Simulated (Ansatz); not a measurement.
# Mo wire along [110], 23 atoms a period: bands along the axis

What gap, if any, does the Mo wire along [110], 23 atoms a period have, and how many channels would it open?

Program: Ansatz 0.2.0. Level of theory: DFT PBE, plane waves, PAW; relaxation of a wire's period; PAW set soft_1, in the first sound run; inputs show where later runs differ. Results are calculated unless marked as measured.

**1. The starting structure**

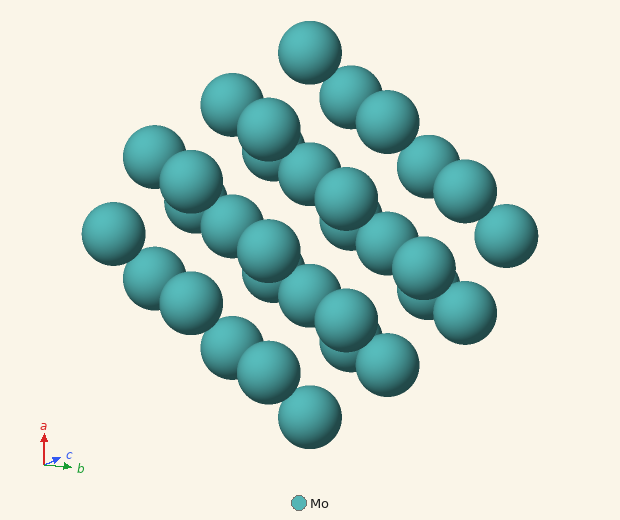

The cell as given, at a slant to the c axis (molybdenum teal). Some periodic images of atoms are drawn too.

The cell holds 23 atoms: 23 Mo. Cell: a = 16.280 Å, b = 15.738 Å, c = 4.469 Å, α = 90.0°, β = 90.0°, γ = 90.0°. Vacuum lies along a and b. The structure's axis is c.

**2. Relaxing the period**

Band widths follow the bond lengths, so the wire is relaxed first. The atoms and the third cell vector are free; the box across stays fixed as vacuum. A Fermi-Dirac smearing is set since the result may be a metal. The pressure printed is a third of the stress's trace over the whole box, vacuum included; only the stress along the axis is relaxed.

The input, input.yaml:

```yaml
crystal:
  lattice:
    - [16.28, 0.0, 0.0]
    - [0.0, 15.738, 0.0]
    - [0.0, 0.0, 4.4689148571]
  atoms:
    - { symbol: Mo, position: [0.305896806, 0.49999459, 0.0] }
    - { symbol: Mo, position: [0.402948403, 0.641973077, 0.0] }
    - { symbol: Mo, position: [0.5, 0.49999459, 0.0] }
    - { symbol: Mo, position: [0.5, 0.783951564, 0.0] }
    - { symbol: Mo, position: [0.597051597, 0.641973077, 0.0] }
    - { symbol: Mo, position: [0.694103194, 0.49999459, 0.0] }
    - { symbol: Mo, position: [0.208845209, 0.49999459, 0.5] }
    - { symbol: Mo, position: [0.305896806, 0.358016103, 0.5] }
    - { symbol: Mo, position: [0.305896806, 0.641973077, 0.5] }
    - { symbol: Mo, position: [0.402948403, 0.216037616, 0.5] }
    - { symbol: Mo, position: [0.402948403, 0.49999459, 0.5] }
    - { symbol: Mo, position: [0.402948403, 0.783951564, 0.5] }
    - { symbol: Mo, position: [0.5, 0.358016103, 0.5] }
    - { symbol: Mo, position: [0.5, 0.641973077, 0.5] }
    - { symbol: Mo, position: [0.597051597, 0.216037616, 0.5] }
    - { symbol: Mo, position: [0.597051597, 0.49999459, 0.5] }
    - { symbol: Mo, position: [0.597051597, 0.783951564, 0.5] }
    - { symbol: Mo, position: [0.694103194, 0.358016103, 0.5] }
    - { symbol: Mo, position: [0.694103194, 0.641973077, 0.5] }
    - { symbol: Mo, position: [0.791154791, 0.49999459, 0.5] }
    - { symbol: Mo, position: [0.402948403, 0.358016103, 0.0] }
    - { symbol: Mo, position: [0.5, 0.216037616, 0.0] }
    - { symbol: Mo, position: [0.597051597, 0.358016103, 0.0] }
kpoints:
  mp_grid: { grid: [1, 1, 18] }
scf:
  occupations: { method: fermi_dirac, width: 0.05 }
hamiltonian:
  xc: pbe
  pseudopotentials: { kind: paw, azcp: { folder: soft_1 } }
relax:
  cell: { fix: [a, b, alpha, beta, gamma] }
  max_steps: 45
  f_tol: 0.03
```

On the command line:

```bash
$ ansatz run input.yaml --threads 4 --pin off --max-ram 16384MiB --backend cpu --events-out ev --progress --plain --runs-dir out
```

Numbers of over 12 decimals in the logs are rounded to 6 here.

Output:

```text
Engine: ansatz 0.2.0, aarch64-unknown-linux-gnu
Pseudopotentials: kind: paw
Pseudopotential: Mo, paw, valence charge 14, recommended cutoff 420 eV (normal), soft_1/Mo.paw.azcp
Functional definition: PBE
  parameter kappa = 0.804
  parameter beta = 0.066725
  exchange = pbe_x(kappa = kappa, mu = beta*pi^2/3)
  correlation = pbe_c(beta = beta)
Crystal: 23 atoms, lattice volume = 1145.001 Å³
Basis set: ecut = 420 eV, 22417 PW (Γ), exchange–correlation on 240×216×60 points (8 copies of the dense FFT grid, shifted against one another)
Bands: 194, of which v1, the nominal top of the filled ones, is band 161 counted from 1 (160 counted from 0)
Symmetry: 8 space group operations
Space group: Pmmm (ITA 47), of the structure as read, at distance tolerance 1.0e-4 Å
k-points: 10 of 18
Non-local potential: Mo, projectors of the file, l = 0: 3, l = 1: 2, l = 2: 2, l = 3: 1
PAW form: soft (Blöchl's): semilocal exchange-correlation on the pseudo side does not see the compensation charge
PAW one-centre angular grid: Mo, 590 points (default); XC on 64 Gauss nodes
Initial density: superposition of atomic densities (neutral atoms: chi_scale 0, normalization atom)
Initial wavefunctions: pseudopotential atomic-orbital guess
Functional: x = pbe(κ = 0.804, μ = 0.219515), c = pbe(β = 0.066725)
SCF iter   1: F=—  HF=-113981.942742 eV  |F-HF|=—  |Δ(HF+E_count)|=         —  Δρ=6.27e-2  dr2=2.27e2  ethr=3.10e-3  ⟨swp⟩=10.3  Hψ=8987  notcnv=0
preconditioner: auto → LDOS  [metal: Δε(μ)=0.014 eV  Ē_g=3.889 eV  σ=0.050 eV  W_gap=0.07  n_scr=218 (ndim 8)  ℏωp=12.9 eV  f_vac=0.526  D(μ)=36.11/eV (n_scr^D=256)  β→1.0]
SCF iter   2: F=—  HF=-113966.848009 eV  |F-HF|=—  |Δ(HF+E_count)|=    1.51e1  Δρ=5.14e-2  dr2=9.67e1  ethr=3.10e-3  ⟨swp⟩=4.7  Hψ=5535  notcnv=0  defer=6
SCF iter   3: F=—  HF=-113958.528205 eV  |F-HF|=—  |Δ(HF+E_count)|=    8.32e0  Δρ=1.23e-2  dr2=5.93e0  ethr=3.10e-3  ⟨swp⟩=4.4  Hψ=4940  notcnv=0  defer=7
SCF iter   4: F=—  HF=-113957.794072 eV  |F-HF|=—  |Δ(HF+E_count)|=   7.34e-1  Δρ=3.33e-3  dr2=4.40e-1  ethr=1.84e-3  ⟨swp⟩=3.0  Hψ=3099  notcnv=0
SCF iter   5: F=—  HF=-113957.771127 eV  |F-HF|=—  |Δ(HF+E_count)|=   2.29e-2  Δρ=1.77e-3  dr2=9.08e-2  ethr=1.37e-4  ⟨swp⟩=3.7  Hψ=3110  notcnv=0
SCF iter   6: F=—  HF=-113957.765685 eV  |F-HF|=—  |Δ(HF+E_count)|=   5.44e-3  Δρ=6.01e-4  dr2=9.05e-3  ethr=2.82e-5  ⟨swp⟩=2.0  Hψ=2981  notcnv=0
SCF iter   7: F=—  HF=-113957.765196 eV  |F-HF|=—  |Δ(HF+E_count)|=   4.89e-4  Δρ=2.17e-4  dr2=1.39e-3  ethr=2.81e-6  ⟨swp⟩=2.7  Hψ=2740  notcnv=0
SCF iter   8: F=—  HF=-113957.765285 eV  |F-HF|=—  |Δ(HF+E_count)|=   8.95e-5  Δρ=9.28e-5  dr2=3.29e-4  ethr=4.31e-7  ⟨swp⟩=2.2  Hψ=2671  notcnv=0
SCF iter   9: F=—  HF=-113957.765306 eV  |F-HF|=—  |Δ(HF+E_count)|=   2.09e-5  Δρ=3.79e-5  dr2=4.07e-5  ethr=1.02e-7  ⟨swp⟩=2.2  Hψ=2709  notcnv=0
SCF iter  10: F=—  HF=-113957.765952 eV  |F-HF|=—  |Δ(HF+E_count)|=   6.45e-4  Δρ=1.37e-5  dr2=5.40e-6  ethr=1.26e-8  ⟨swp⟩=3.1  Hψ=3284  notcnv=0
SCF iter  11: F=—  HF=-113957.765954 eV  |F-HF|=—  |Δ(HF+E_count)|=   2.32e-6  Δρ=4.84e-6  dr2=7.86e-7  ethr=1.68e-9  ⟨swp⟩=2.7  Hψ=2767  notcnv=0
SCF iter  12: F=—  HF=-113957.765955 eV  |F-HF|=—  |Δ(HF+E_count)|=   7.16e-7  Δρ=2.75e-6  dr2=1.93e-7  ethr=2.44e-10  ⟨swp⟩=3.1  Hψ=2931  notcnv=0
SCF iter  13: F=-113957.765955 eV  HF=-113957.765955 eV  |F-HF|=7.73e-9  |Δ(HF+E_count)|=   5.62e-8  Δρ=8.26e-7  dr2=3.01e-8  ethr=3.11e-11  ⟨swp⟩=5.1  Hψ=6339  notcnv=0
SCF 1 converged in 13 iterations: F = -113957.765955 eV  dr2 = 3.01e-8
  greatest PAW one-centre occupation: 0.999 electrons in one spin orbital (limit 2), on the Mo atom at site 15 (counted from 0), in its partial waves of l = 0
relax step   1: F+E_penalty+E_count = -113957.76595472 eV  Δ(F+E_penalty+E_count) = +0.000e0 eV  max|allowed force component| = 2.855e0 eV/Å  Δτ_max = 0.0000 Å  P = -6.113 GPa  Ω = 1145.001 Å³  fix = [a, b, alpha, beta, gamma]  reactions: a -5.379, b -6.066 GPa  (13 SCF iters, dr2 threshold 1.00e-7 eV, accepted)
Crystal: 23 atoms, lattice volume = 1110.142 Å³
Basis set: ecut = 420 eV, 21685 PW (Γ), exchange–correlation on 240×216×60 points (8 copies of the dense FFT grid, shifted against one another)
Initial density: handed on by an earlier stage of this run
Initial wavefunctions: those handed on with the density
iter 1 solved again at ethr=2.08e-3 eV; its pass at ethr=3.10e-3 eV (dr2=6.69e0 eV) is discarded
SCF iter   1: F=—  HF=-113961.779532 eV  |F-HF|=—  |Δ(HF+E_count)|=         —  Δρ=1.55e-2  dr2=6.89e0  ethr=2.08e-3  ⟨swp⟩=1.0  Hψ=12068  notcnv=0
preconditioner: auto → LDOS  [metal: Δε(μ)=0.012 eV  Ē_g=3.612 eV  σ=0.050 eV  W_gap=0.06  n_scr=218 (ndim 8)  ℏωp=13.1 eV  f_vac=0.555  D(μ)=29.73/eV (n_scr^D=210)  β→1.0]
SCF iter   2: F=—  HF=-113961.560955 eV  |F-HF|=—  |Δ(HF+E_count)|=   2.19e-1  Δρ=7.89e-3  dr2=2.68e0  ethr=2.08e-3  ⟨swp⟩=3.0  Hψ=3279  notcnv=0  defer=1
SCF iter   3: F=—  HF=-113961.355018 eV  |F-HF|=—  |Δ(HF+E_count)|=   2.06e-1  Δρ=2.56e-3  dr2=2.30e-1  ethr=8.32e-4  ⟨swp⟩=2.6  Hψ=3255  notcnv=0  defer=10
SCF iter   4: F=—  HF=-113961.332371 eV  |F-HF|=—  |Δ(HF+E_count)|=   2.26e-2  Δρ=6.32e-4  dr2=1.01e-2  ethr=7.14e-5  ⟨swp⟩=2.1  Hψ=3085  notcnv=0  defer=10
SCF iter   5: F=—  HF=-113961.332123 eV  |F-HF|=—  |Δ(HF+E_count)|=   2.48e-4  Δρ=2.14e-4  dr2=1.56e-3  ethr=3.14e-6  ⟨swp⟩=3.3  Hψ=3754  notcnv=0  defer=10
SCF iter   6: F=—  HF=-113961.332869 eV  |F-HF|=—  |Δ(HF+E_count)|=   7.45e-4  Δρ=6.82e-5  dr2=9.88e-5  ethr=4.85e-7  ⟨swp⟩=2.0  Hψ=2511  notcnv=0  defer=10
SCF iter   7: F=—  HF=-113961.332904 eV  |F-HF|=—  |Δ(HF+E_count)|=   3.58e-5  Δρ=2.13e-5  dr2=1.39e-5  ethr=3.07e-8  ⟨swp⟩=2.2  Hψ=2763  notcnv=0  defer=10
SCF iter   8: F=—  HF=-113961.332908 eV  |F-HF|=—  |Δ(HF+E_count)|=   3.35e-6  Δρ=1.13e-5  dr2=3.92e-6  ethr=7.14e-10  ⟨swp⟩=5.1  Hψ=7247  notcnv=0
SCF iter   9: F=-113961.332908 eV  HF=-113961.332908 eV  |F-HF|=2.04e-7  |Δ(HF+E_count)|=   3.04e-7  Δρ=4.10e-6  dr2=4.53e-7  ethr=7.14e-10  ⟨swp⟩=4.4  Hψ=5729  notcnv=0
SCF 2 converged in 9 iterations: F = -113961.332908 eV  dr2 = 4.53e-7
relax step   2: F+E_penalty+E_count = -113961.33290779 eV  Δ(F+E_penalty+E_count) = -3.567e0 eV  max|allowed force component| = 4.490e-1 eV/Å  Δτ_max = 0.1972 Å  P = -0.804 GPa  Ω = 1110.142 Å³  energy of the carried Pulay correction = +2.525e-3 eV  fix = [a, b, alpha, beta, gamma]  reactions: a -0.025, b -1.432 GPa  (9 SCF iters, dr2 threshold 2.30e-6 eV, accepted)
Crystal: 23 atoms, lattice volume = 1088.028 Å³
Basis set: ecut = 420 eV, 21205 PW (Γ), exchange–correlation on 240×216×60 points (8 copies of the dense FFT grid, shifted against one another)
[...]
relax step  10: F+E_penalty+E_count = -113961.51667557 eV  Δ(F+E_penalty+E_count) = -5.166e-3 eV  max|allowed force component| = 6.711e-2 eV/Å  Δτ_max = 0.0233 Å  P = -0.015 GPa  Ω = 1103.404 Å³  energy of the carried Pulay correction = +3.023e-3 eV  fix = [a, b, alpha, beta, gamma]  reactions: a -0.008, b +0.001 GPa  (8 SCF iters, dr2 threshold 5.75e-7 eV, accepted)
relax step  11: F+E_penalty+E_count = -113961.51688336 eV  Δ(F+E_penalty+E_count) = -2.078e-4 eV  max|allowed force component| = 4.869e-2 eV/Å  Δτ_max = 0.0204 Å  P = +0.012 GPa  Ω = 1102.961 Å³  energy of the carried Pulay correction = +3.055e-3 eV  fix = [a, b, alpha, beta, gamma]  reactions: a +0.007, b +0.052 GPa  (8 SCF iters, dr2 threshold 2.81e-7 eV, accepted)
relax step  12: F+E_penalty+E_count = -113961.51844948 eV  Δ(F+E_penalty+E_count) = -1.566e-3 eV  max|allowed force component| = 2.262e-2 eV/Å  Δτ_max = 0.0122 Å  P = -0.013 GPa  Ω = 1102.792 Å³  energy of the carried Pulay correction = +3.068e-3 eV  fix = [a, b, alpha, beta, gamma]  reactions: a +0.012, b -0.025 GPa  (8 SCF iters, dr2 threshold 1.48e-7 eV, accepted)
Initial wavefunctions: pseudopotential atomic-orbital guess (no wavefunctions were taken with the density)
iter 1 solved again at ethr=2.53e-6 eV; its pass at ethr=3.10e-3 eV (dr2=8.16e-3 eV) is discarded
SCF iter   1: F=—  HF=-113961.514502 eV  |F-HF|=—  |Δ(HF+E_count)|=         —  Δρ=5.17e-5  dr2=4.71e-6  ethr=2.53e-6  ⟨swp⟩=4.6  Hψ=14080  notcnv=0
eigensolver tolerance schedule: the retry pair's looser diagonalisation over-reported the residual by 1729.08 of it (diagonalisation noise at an unbounded share of the residual, at the tolerance the schedule requests for it); recorded, not acted on — ethr = c·dr2/N_el stays at c = 1.0e-1
preconditioner: auto → LDOS  [metal: Δε(μ)=0.015 eV  Ē_g=3.619 eV  σ=0.050 eV  W_gap=0.08  n_scr=222 (ndim 8)  ℏωp=13.1 eV  f_vac=0.555  D(μ)=31.80/eV (n_scr^D=234)  β→1.0]
SCF iter   2: F=—  HF=-113961.514933 eV  |F-HF|=—  |Δ(HF+E_count)|=   4.31e-4  Δρ=9.34e-6  dr2=8.36e-7  ethr=1.46e-9  ⟨swp⟩=3.5  Hψ=4862  notcnv=0
SCF iter   3: F=—  HF=-113961.514932 eV  |F-HF|=—  |Δ(HF+E_count)|=   1.57e-7  Δρ=4.14e-6  dr2=3.65e-7  ethr=2.60e-10  ⟨swp⟩=2.0  Hψ=3583  notcnv=0
SCF iter   4: F=—  HF=-113961.514932 eV  |F-HF|=—  |Δ(HF+E_count)|=   6.02e-8  Δρ=1.07e-6  dr2=1.28e-8  ethr=1.13e-10  ⟨swp⟩=3.2  Hψ=3363  notcnv=0
SCF iter   5: F=—  HF=-113961.514932 eV  |F-HF|=—  |Δ(HF+E_count)|=   3.17e-9  Δρ=2.47e-7  dr2=1.46e-9  ethr=3.97e-12  ⟨swp⟩=3.3  Hψ=4224  notcnv=0
SCF iter   6: F=—  HF=-113961.514932 eV  |F-HF|=—  |Δ(HF+E_count)|=  1.75e-10  Δρ=1.04e-7  dr2=3.14e-10  ethr=1.00e-12  ⟨swp⟩=5.0  Hψ=7117  notcnv=0
SCF iter   7: F=-113961.514932 eV  HF=-113961.514932 eV  |F-HF|=0.00e0  |Δ(HF+E_count)|=  2.91e-11  Δρ=5.03e-8  dr2=9.63e-11  ethr=1.00e-12  ⟨swp⟩=5.0  Hψ=5892  notcnv=0
SCF 13 converged in 7 iterations: F = -113961.514932 eV  dr2 = 9.63e-11
relax step  13: F+E_penalty+E_count = -113961.51493238 eV  Δ(F+E_penalty+E_count) = +3.517e-3 eV  max|allowed force component| = 2.249e-2 eV/Å  Δτ_max = 0.0000 Å  P = -0.010 GPa  Ω = 1102.792 Å³  fix = [a, b, alpha, beta, gamma]  reactions: a +0.015, b -0.023 GPa  stress off target by 2.37e-2 GPa on what of the cell is left free  SCF on the basis re-selected at this cell (its energy is not comparable with the rows above)  (7 SCF iters)
basis re-selected at this cell: Δ(F+E_penalty+E_count) = +3.517e-3 eV, ΔP = +0.002 GPa vs the last step (what re-selecting the basis moved, of the pressure what is left beyond the Pulay correction that the steps carried, after the strain that the cell walked since its last selection, with what the two solves' SCF thresholds leave and, on support functions, any second-order correction that the steps lacked; it is no m [...]
SCF converged after 7 iterations
Free energy (F): -113961.514932 eV
Harris-Foulkes:  -113961.514932 eV  (|F-HF|=0.00e0)
Internal energy: -113961.259204 eV  (E = F + TS)
E sigma→0 (E₀):  -113961.387068 eV
Entropy (-TS):   -0.255728 eV (-11.119 meV/atom)
Fermi energy:    4.482660 eV
--- Per-component energies (eV) ---
  E_band       = -6573.717105
  E_kinetic    = 9712.760132
  E_local      = -197097.869985  (includes V_loc(G=0)·N_el)
  E_nonlocal   = 3450.238046
  E_hartree    = 93039.739481
  E_xc         = -4030.525237
  E_vxc        = -5021.877279  (∫ρ·V_xc dr)
  E_paw        = -73886.180658  (= ΣΔE_a)
  E_vpaw       = -3696.445798  (= ΣTr[D̂ρ^β])
  E_aug_tail   = 0.001123  (compensation charges beyond the density's cutoff)
  E_ewald      = 54850.577894
  E_smearing   = -0.255728  (= −TS)
  E_closure    = 0.000000  (closes the sum)
  Σ components = -113961.514932   (vs F -113961.514932, Δ=0.00e0)
--- Forces (eV/Å), atoms counted from 1 ---
  atom   1  Mo     0.00170719    -0.00000000    -0.00000000
  atom   2  Mo     0.00533957     0.00866371    -0.00000000
  atom   3  Mo    -0.00000000     0.00000000     0.00000000
  atom   4  Mo    -0.00000000    -0.02249475    -0.00000000
  atom   5  Mo    -0.00533957     0.00866371     0.00000000
  atom   6  Mo    -0.00170719     0.00000000     0.00000000
  atom   7  Mo    -0.00053425     0.00000000     0.00000000
  atom   8  Mo    -0.00149893     0.00884044     0.00000000
  atom   9  Mo    -0.00149893    -0.00884044     0.00000000
  atom  10  Mo     0.00395737    -0.00798985    -0.00000000
  atom  11  Mo    -0.01971732     0.00000000     0.00000000
  atom  12  Mo     0.00395737     0.00798985    -0.00000000
  atom  13  Mo     0.00000000     0.00221947     0.00000000
  atom  14  Mo    -0.00000000    -0.00221947    -0.00000000
  atom  15  Mo    -0.00395737    -0.00798985     0.00000000
  atom  16  Mo     0.01971732    -0.00000000    -0.00000000
  atom  17  Mo    -0.00395737     0.00798985     0.00000000
  atom  18  Mo     0.00149893     0.00884044    -0.00000000
  atom  19  Mo     0.00149893    -0.00884044    -0.00000000
  atom  20  Mo     0.00053425    -0.00000000    -0.00000000
  atom  21  Mo     0.00533957    -0.00866371    -0.00000000
  atom  22  Mo     0.00000000     0.02249475     0.00000000
  atom  23  Mo    -0.00533957    -0.00866371     0.00000000
  max |Σ_I F_I| component: 5.20e-18 eV/Å
--- Stress (GPa, compression-positive) ---
        0.015079      -0.000000       0.000000
       -0.000000      -0.022749      -0.000000
        0.000000      -0.000000      -0.023714
  P = ⅓ Tr σ = -0.0105 GPa (-0.105 kbar)
--- Relaxed structure (12 steps of the walk, 11 accepted, 1 SCFs on fresh bases) ---
  F+E_penalty+E_count = -113961.51493238 eV   max|allowed force component| = 2.249e-2 eV/Å   (the final SCF, on the basis selected at the relaxed cell)
  cell:  # Å, volume = 1102.7924 Å³
    - [16.28, 0, 0]
    - [0, 15.738, 0]
    - [0, 0, 4.304174]
  atoms:
    - { symbol: Mo, position: [0.299708, 0.499995, 0] }
    - { symbol: Mo, position: [0.399289, 0.643434, 0] }
    - { symbol: Mo, position: [0.5, 0.499995, 0] }
    - { symbol: Mo, position: [0.5, 0.779353, 0] }
    - { symbol: Mo, position: [0.600711, 0.643434, 0] }
    - { symbol: Mo, position: [0.700292, 0.499995, 0] }
    - { symbol: Mo, position: [0.216646, 0.499995, 0.5] }
    - { symbol: Mo, position: [0.308915, 0.369505, 0.5] }
    - { symbol: Mo, position: [0.308915, 0.630484, 0.5] }
    - { symbol: Mo, position: [0.411219, 0.228047, 0.5] }
    - { symbol: Mo, position: [0.400386, 0.499995, 0.5] }
    - { symbol: Mo, position: [0.411219, 0.771942, 0.5] }
    - { symbol: Mo, position: [0.5, 0.355893, 0.5] }
    - { symbol: Mo, position: [0.5, 0.644096, 0.5] }
    - { symbol: Mo, position: [0.588781, 0.228047, 0.5] }
    - { symbol: Mo, position: [0.599614, 0.499995, 0.5] }
    - { symbol: Mo, position: [0.588781, 0.771942, 0.5] }
    - { symbol: Mo, position: [0.691085, 0.369505, 0.5] }
    - { symbol: Mo, position: [0.691085, 0.630484, 0.5] }
    - { symbol: Mo, position: [0.783354, 0.499995, 0.5] }
    - { symbol: Mo, position: [0.399289, 0.356555, 0] }
    - { symbol: Mo, position: [0.5, 0.220636, 0] }
    - { symbol: Mo, position: [0.600711, 0.356555, 0] }
```

Elapsed: 10 min, on 4 threads of Arm Neoverse V2, shared host; peak memory 4.9 GiB; 41 min of CPU time.

(Part 1 of 2 ends here.)

[Logs are printed without paths, hosts, clocks, repeated set-up lines and the standing remarks that a program may print on its own settings, such as how far it seeks lower states.]

[Hosts, paths, dates, database ids (printed as entryN), source tags and the programs' standing remarks are cut or masked in the printed files.]
